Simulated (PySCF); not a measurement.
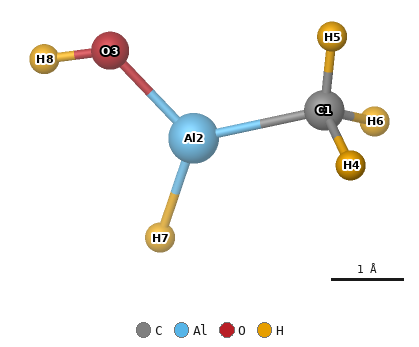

The input geometry (ball-and-stick view, seen at a tilt; atoms are numbered from 1 in the order of the input). Sticks mark near contacts. Bond lengths as drawn: Al–C 1.94 Å, Al–H 1.59 Å, Al–O 1.70 Å, C–H 1.09 to 1.26 Å and H–O 0.96 Å.

## CH₅AlO: single-point calculation

The run: single-point calculation of CH₅AlO. Method and program: TPSS/aug-cc-pVDZ, RKS (PySCF 2.14.0).

A bond length was changed on purpose from its optimised value.

## The program's output
```
converged SCF energy = -358.858208480846
Final energy -358.85820848084614
```

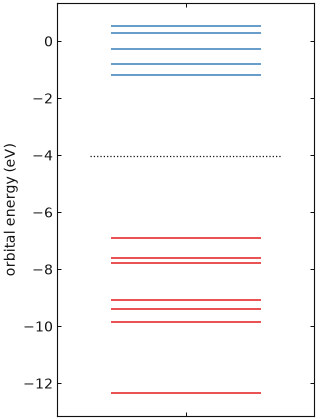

Orbital energies near the frontier; the dotted line parts filled from empty levels, and levels within 0.02 eV of each other stand side by side. Highest filled −6.90 eV, lowest empty −1.20 eV, 5.70 eV apart.

This output came from the following input.

## The input (calc.py)
```python
from pyscf import gto, dft

molecule = gto.Mole()
molecule.atom = '''
C     -0.845830     0.836333    -0.103935
Al     0.511770    -0.540067    -0.272935
O      0.476670    -1.822267     0.843765
H     -0.325100     1.954500     0.149300
H     -1.559330     0.609533     0.691265
H     -1.403630     0.959133    -1.037835
H      1.648870    -0.540367    -1.383235
H      1.113270    -2.534967     0.826465
'''
molecule.max_memory = 1860
molecule.verbose = 3
molecule.basis = 'aug-cc-pvdz'
molecule.spin = 0
molecule.build()

ks = dft.RKS(molecule)
ks.xc = 'tpss'
ks.conv_tol = 1e-10
ks.grids.level = 5
ks.kernel()
if not ks.converged:
    ks = ks.newton().run(ks.mo_coeff, ks.mo_occ)

e_final = ks.e_tot
print('Final energy', e_final)
```

Launched with:
```bash
OMP_NUM_THREADS=1 python calc.py
```

## Summary

```csv
quantity,value
outcome,converged
total energy,−358.858208 hartree
basis functions,118
HOMO,−6.90 eV
LUMO,−1.20 eV
dipole moment,0.53 D
hardware,"1 thread of Intel Xeon @ 2.70GHz, 189 GiB of memory available, shared host"
wall time,44 s
peak memory,0.68 GiB
```
